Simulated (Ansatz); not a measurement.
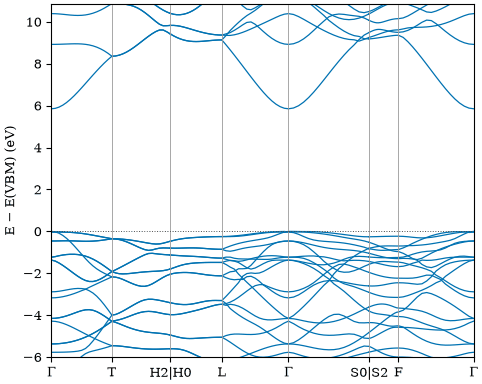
Figure: Band structure from PBE in the plane-wave PAW code Ansatz

Question: Read off the gap and where the band edges lie.

Answer: About 5.9 eV (5.85 eV by a search for the band edges); maximum at Γ, minimum at Γ.

The material is Al2O3 (corundum, space group No. 167).

Space group R-3c (corundum). The PBE relaxation kept the symmetry of its start.

Potentials: the later of the program's two PAW sets.
